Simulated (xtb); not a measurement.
## Geometry relaxation of CH4BrFSn (part 3 of 3)

Continued. System: CH4BrFSn. Method: GFN2-xTB (xtb 6.7.1 later snapshot). The geometry comes from this level: PBE0-D4/def2-TZVP.

Geometry of the input (Å):
```
C  -0.2654  1.1542  0.1878
Sn 0.3049  -0.8159  -0.3302
F  1.7892  -1.2419  0.8114
Br -1.4773  -2.3922  0.3287
H  -0.4995  1.1699  1.2513
H  0.5590  1.8359  -0.0197
H  -1.1438  1.4464  -0.3864
H  0.8250  -1.2139  -1.8987
```

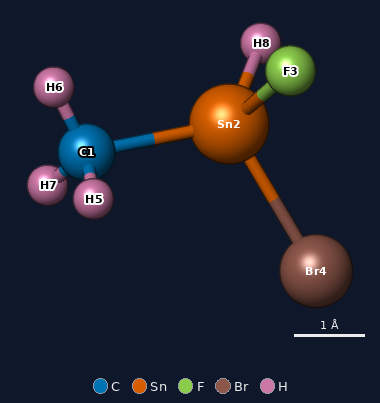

The geometry at step 5 of the log (ball-and-stick view, seen at a tilt; atoms are numbered from 1 in the order of the input).

### The program's output, continued
```
          ...................................................
          :                      SETUP                      :
          :.................................................:
          :  # basis functions                  32          :
          :  # atomic orbitals                  30          :
          :  # shells                           14          :
          :  # electrons                        26          :
          :  max. iterations                   250          :
          :  Hamiltonian                  GFN2-xTB          :
          :  restarted?                      false          :
          :  GBSA solvation                  false          :
          :  PC potential                    false          :
          :  electronic temp.          300.0000000     K    :
          :  accuracy                    1.0000000          :
          :  -> integral cutoff          0.2500000E+02      :
          :  -> integral neglect         0.1000000E-07      :
          :  -> SCF convergence          0.1000000E-05 Eh   :
          :  -> wf. convergence          0.1000000E-03 e    :
          :  Broyden damping             0.4000000          :
          :  net charge                          0          :
          :  unpaired electrons                  0          :
          ...................................................

 iter      E             dE          RMSdq      gap      omega  full diag
   1    -15.2102174 -0.152102E+02  0.105E-04    3.29       0.0  T
   2    -15.2102174  0.164491E-11  0.466E-05    3.29     757.9  T
   3    -15.2102174 -0.360778E-11  0.618E-05    3.29     571.9  T

   *** convergence criteria satisfied after 3 iterations ***

         #    Occupation            Energy/Eh            Energy/eV
      -------------------------------------------------------------
         1        2.0000           -0.8624705             -23.4690
       ...           ...                  ...                  ...
         7        2.0000           -0.4817502             -13.1091
         8        2.0000           -0.4773399             -12.9891
         9        2.0000           -0.4764079             -12.9637
        10        2.0000           -0.4602992             -12.5254
        11        2.0000           -0.4542123             -12.3597
        12        2.0000           -0.4300795             -11.7031
        13        2.0000           -0.4292368             -11.6801 (HOMO)
        14                         -0.3081648              -8.3856 (LUMO)
        15                         -0.1564178              -4.2563
        16                         -0.1454762              -3.9586
        17                         -0.1104956              -3.0067
        18                         -0.0616641              -1.6780
       ...                                ...                  ...
        30                          0.9668164              26.3084
      -------------------------------------------------------------
                  HL-Gap            0.1210720 Eh            3.2945 eV
             Fermi-level           -0.3687008 Eh          -10.0329 eV

 SCC (total)                   0 d,  0 h,  0 min,  0.003 sec
 SCC setup                      ...        0 min,  0.000 sec (  8.499%)
 Dispersion                     ...        0 min,  0.000 sec (  0.545%)
 classical contributions        ...        0 min,  0.000 sec (  0.283%)
 integral evaluation            ...        0 min,  0.001 sec ( 21.391%)
 iterations                     ...        0 min,  0.001 sec ( 28.780%)
 molecular gradient             ...        0 min,  0.001 sec ( 37.201%)
 printout                       ...        0 min,  0.000 sec (  2.878%)

         :::::::::::::::::::::::::::::::::::::::::::::::::::::
         ::                     SUMMARY                     ::
         :::::::::::::::::::::::::::::::::::::::::::::::::::::
         :: total energy             -15.147740992670 Eh    ::
         :: gradient norm              0.000052362071 Eh/a0 ::
         :: HOMO-LUMO gap              3.294536013718 eV    ::
         ::.................................................::
         :: SCC energy               -15.210211746602 Eh    ::
         :: -> isotropic ES            0.018240408330 Eh    ::
         :: -> anisotropic ES          0.000080620836 Eh    ::
         :: -> anisotropic XC         -0.003555108070 Eh    ::
         :: -> dispersion             -0.004627610081 Eh    ::
         :: repulsion energy           0.062470753933 Eh    ::
         :: add. restraining           0.000000000000 Eh    ::
         :: total charge               0.000000000000 e     ::
         :::::::::::::::::::::::::::::::::::::::::::::::::::::

           -------------------------------------------------
          |                Property Printout                |
           -------------------------------------------------

    * Orbital Energies and Occupations

         #    Occupation            Energy/Eh            Energy/eV
      -------------------------------------------------------------
         1        2.0000           -0.8624705             -23.4690
         2        2.0000           -0.8260401             -22.4777
         3        2.0000           -0.7403009             -20.1446
         4        2.0000           -0.6294585             -17.1284
         5        2.0000           -0.5282955             -14.3757
         6        2.0000           -0.5264605             -14.3257
         7        2.0000           -0.4817502             -13.1091
         8        2.0000           -0.4773399             -12.9891
         9        2.0000           -0.4764079             -12.9637
        10        2.0000           -0.4602992             -12.5254
        11        2.0000           -0.4542123             -12.3597
        12        2.0000           -0.4300795             -11.7031
        13        2.0000           -0.4292368             -11.6801 (HOMO)
        14                         -0.3081648              -8.3856 (LUMO)
        15                         -0.1564178              -4.2563
        16                         -0.1454762              -3.9586
        17                         -0.1104956              -3.0067
        18                         -0.0616641              -1.6780
        19                         -0.0441616              -1.2017
        20                          0.0367850               1.0010
        21                          0.0408010               1.1103
        22                          0.0661633               1.8004
        23                          0.0829434               2.2570
        24                          0.0977445               2.6598
       ...                                ...                  ...
        30                          0.9668164              26.3084
      -------------------------------------------------------------
                  HL-Gap            0.1210720 Eh            3.2945 eV
             Fermi-level           -0.3687008 Eh          -10.0329 eV

     #   Z          covCN         q      C6AA      α(0)
     1   6          3.650    -0.129    23.342     6.940
     2  50          3.335     0.386   329.071    33.833
     3   9          0.706    -0.341    12.805     4.225
     4  35          0.834    -0.172   189.546    22.197
     5   1          0.927     0.090     1.881     2.144
     6   1          0.926     0.076     2.017     2.221
     7   1          0.926     0.070     2.089     2.260
     8   1          0.918     0.020     2.735     2.587

 Mol. C6AA /au·bohr⁶  :       2105.305491
 Mol. C8AA /au·bohr⁸  :     138389.135543
 Mol. α(0) /au        :         76.407908

Wiberg/Mayer (AO) data.
largest (>0.10) Wiberg bond orders for each atom

 ---------------------------------------------------------------------------
     #   Z sym  total        # sym  WBO       # sym  WBO       # sym  WBO
 ---------------------------------------------------------------------------
     1   6      3.984 --     7      0.976     6      0.973     5      0.960
                             2      0.612     8      0.210     4      0.153
     2  50      3.037 --     4      0.924     3      0.863     1      0.612
                             8      0.578
     3   9      1.111 --     2      0.863
     4  35      1.267 --     2      0.924     1      0.153     8      0.123
     5   1      0.992 --     1      0.960
     6   1      0.994 --     1      0.973
     7   1      0.995 --     1      0.976
     8   1      1.000 --     2      0.578     1      0.210     4      0.123
 ---------------------------------------------------------------------------

Topologies differ in total number of bonds
Writing topology from bond orders to xtbtopo.mol

molecular dipole:
                 x           y           z       tot (Debye)
 q only:       -0.539       1.318      -0.846
   full:        0.034       2.160      -1.171       6.245
molecular quadrupole (traceless):
                xx          xy          yy          xz          yz          zz
 q only:       -3.101      -0.083      -0.957      -2.649       3.810       4.058
  q+dip:       -5.119      -6.068      -3.832      -1.969       5.668       8.950
   full:       -5.216      -5.968      -3.167      -1.860       5.346       8.383

           -------------------------------------------------
          |                Geometry Summary                 |
           -------------------------------------------------

      molecular mass/u    :      233.6545424
   center of mass at/Å    :       -0.2380737      -1.2818337      -0.0040401
  moments of inertia/u·Å² :        0.1272305E+03   0.4151259E+03   0.4744961E+03
rotational constants/cm⁻¹ :        0.1324968E+00   0.4060849E-01   0.3552744E-01

 * 5 selected distances

     #   Z          #   Z                                           value/Å
     2  50          4  35                                         2.4790500 (max)
     1   6          5   1                                         1.0861017
     1   6          6   1                                         1.0826566 (min)
     1   6          7   1                                         1.0831108
     2  50          8   1                                         1.7317557

 * 3 distinct bonds (by element types)

   Z      Z             #   av. dist./Å        max./Å        min./Å
   1 H    6 C           3     1.0839564     1.0861017     1.0826566
   1 H   50 Sn          1     1.7317557     1.7317557     1.7317557
  35 Br  50 Sn          1     2.4790500     2.4790500     2.4790500

optimized geometry written to: xtbopt.xyz

           -------------------------------------------------
          | TOTAL ENERGY              -15.147740992670 Eh   |
          | GRADIENT NORM               0.000052362071 Eh/α |
          | HOMO-LUMO GAP               3.294536013718 eV   |
           -------------------------------------------------

------------------------------------------------------------------------
------------------------------------------------------------------------
 total:
 *  cpu-time:     0 d,  0 h,  0 min,  0.052 sec
 * ratio c/w:     1.000 speedup
 SCF:
 *  cpu-time:     0 d,  0 h,  0 min,  0.006 sec
 * ratio c/w:     1.000 speedup
 ANC optimizer:
 *  cpu-time:     0 d,  0 h,  0 min,  0.038 sec
 * ratio c/w:     1.000 speedup
```

### File xtbopt.xyz
```
8
 energy: -15.147740992670 gnorm: 0.000052362071 xtb: 6.7.1
C           -0.28122707442705        1.21206998044778        0.19689808425524
Sn           0.26498492000918       -0.82588519890921       -0.37154230560386
F            1.79548738402444       -1.24657511695012        0.79702764232409
Br          -1.47177433157653       -2.44816612166912        0.33383690743044
H           -0.49668693598779        1.17238526294448        1.26067387473169
H            0.55560560007173        1.87087319193424        0.00238742423173
H           -1.15608342549651        1.52269907761267       -0.36101299696851
H            0.88179386338252       -1.31490107541073       -1.91406863040080
```

### Standard error
```
normal termination of xtb
```

### Trajectory as extended XYZ (Å, eV, eV/Å), 10 frames, from step=0 to step=9
```
8
Properties=species:S:1:pos:R:3 step=0 energy=-412.14479
C    -0.2654    1.1542    0.1878
Sn    0.3049   -0.8159   -0.3302
F     1.7892   -1.2419    0.8114
Br   -1.4773   -2.3922    0.3287
H    -0.4995    1.1699    1.2513
H     0.5590    1.8359   -0.0197
H    -1.1438    1.4464   -0.3864
H     0.8250   -1.2139   -1.8987
8
Properties=species:S:1:pos:R:3 step=1 energy=-412.17952
C    -0.2675    1.1894    0.1960
Sn    0.2657   -0.8386   -0.3619
F     1.7740   -1.2593    0.7818
Br   -1.4689   -2.4361    0.3462
H    -0.4994    1.1920    1.2589
H     0.5496    1.8765   -0.0027
H    -1.1449    1.4866   -0.3705
H     0.8834   -1.2680   -1.9037
8
Properties=species:S:1:pos:R:3 step=2 energy=-412.18332
C    -0.2872    1.2231    0.1953
Sn    0.2757   -0.8136   -0.3739
F     1.7853   -1.2800    0.7829
Br   -1.4673   -2.4705    0.3437
H    -0.4984    1.1846    1.2613
H     0.5500    1.8803    0.0000
H    -1.1631    1.5415   -0.3578
H     0.8971   -1.3229   -1.9072
8
Properties=species:S:1:pos:R:3 step=3 energy=-412.18882
C    -0.2880    1.2195    0.1939
Sn    0.2647   -0.8252   -0.3600
F     1.7980   -1.2624    0.7880
Br   -1.4627   -2.4491    0.3270
H    -0.4953    1.1729    1.2600
H     0.5544    1.8695   -0.0039
H    -1.1641    1.5363   -0.3587
H     0.8852   -1.3189   -1.9021
8
Properties=species:S:1:pos:R:3 step=4 energy=-412.19047
C    -0.2782    1.2099    0.1996
Sn    0.2650   -0.8290   -0.3718
F     1.7909   -1.2462    0.7951
Br   -1.4739   -2.4470    0.3356
H    -0.4969    1.1790    1.2625
H     0.5554    1.8712    0.0002
H    -1.1530    1.5106   -0.3629
H     0.8827   -1.3058   -1.9141
8
Properties=species:S:1:pos:R:3 step=5 energy=-412.19097
C    -0.2810    1.2129    0.1968
Sn    0.2656   -0.8265   -0.3701
F     1.7941   -1.2494    0.7958
Br   -1.4720   -2.4500    0.3336
H    -0.4955    1.1742    1.2607
H     0.5547    1.8723    0.0006
H    -1.1566    1.5218   -0.3606
H     0.8828   -1.3128   -1.9126
8
Properties=species:S:1:pos:R:3 step=6 energy=-412.19100
C    -0.2820    1.2124    0.1974
Sn    0.2652   -0.8251   -0.3722
F     1.7943   -1.2474    0.7976
Br   -1.4701   -2.4475    0.3329
H    -0.4960    1.1735    1.2614
H     0.5554    1.8698    0.0014
H    -1.1572    1.5234   -0.3598
H     0.8824   -1.3166   -1.9143
8
Properties=species:S:1:pos:R:3 step=7 energy=-412.19102
C    -0.2809    1.2117    0.1964
Sn    0.2646   -0.8264   -0.3715
F     1.7959   -1.2450    0.7982
Br   -1.4729   -2.4482    0.3335
H    -0.4955    1.1710    1.2604
H     0.5556    1.8710    0.0020
H    -1.1563    1.5227   -0.3605
H     0.8817   -1.3144   -1.9143
8
Properties=species:S:1:pos:R:3 step=8 energy=-412.19103
C    -0.2812    1.2119    0.1969
Sn    0.2653   -0.8261   -0.3716
F     1.7955   -1.2464    0.7974
Br   -1.4722   -2.4481    0.3337
H    -0.4964    1.1726    1.2608
H     0.5554    1.8708    0.0021
H    -1.1562    1.5225   -0.3607
H     0.8818   -1.3147   -1.9142
8
Properties=species:S:1:pos:R:3 step=9 energy=-412.19103
C    -0.2812    1.2121    0.1969
Sn    0.2650   -0.8259   -0.3715
F     1.7955   -1.2466    0.7970
Br   -1.4718   -2.4482    0.3338
H    -0.4967    1.1724    1.2607
H     0.5556    1.8709    0.0024
H    -1.1561    1.5227   -0.3610
H     0.8818   -1.3149   -1.9141
```

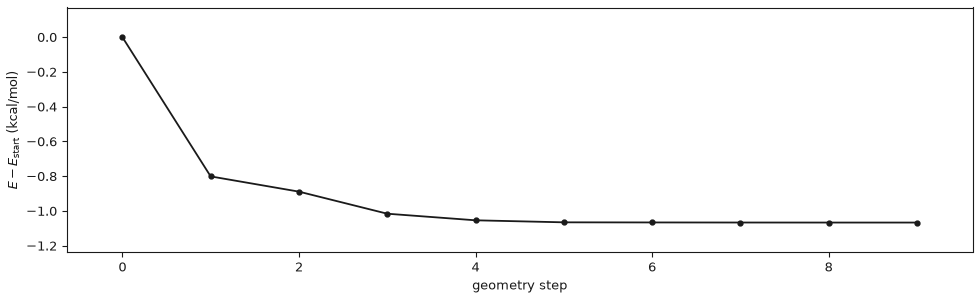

Progress of the relaxation, step by step (steps are counted from 0).

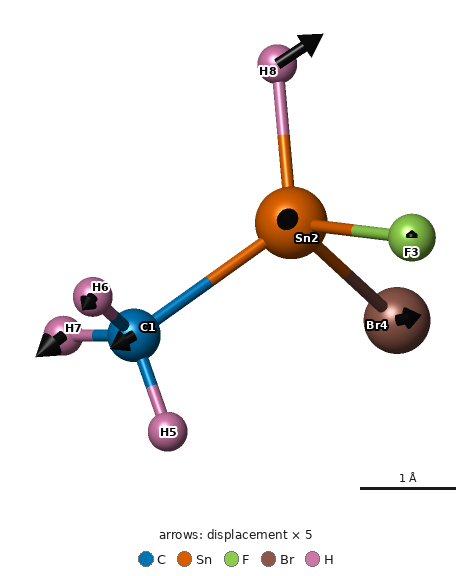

The starting structure with the displacements as black arrows, magnified 5 times (ball-and-stick view, seen at a tilt). The two geometries are laid on each other by the best rigid fit. The atom that moves furthest after the best rigid fit is H8 (0.12 Å). By element the largest moves are H 0.12 Å, C 0.06 Å, Sn 0.06 Å, Br 0.06 Å, F 0.02 Å. Among the contacts that change: C1–Sn2 2.115 → 2.185 Å, Sn2–F3 1.920 → 1.971 Å, Sn2–H8 1.700 → 1.732 Å, Sn2–Br4 2.469 → 2.479 Å. Among the angles that change: F3–Sn2–H8 105.1° → 101.0°, C1–Sn2–H8 121.8° → 125.7°, Sn2–C1–H5 108.1° → 105.7°. After 9 geometry steps the energy has fallen by 1.07 kcal/mol. (Atoms are counted from 1 in the order of the input.)
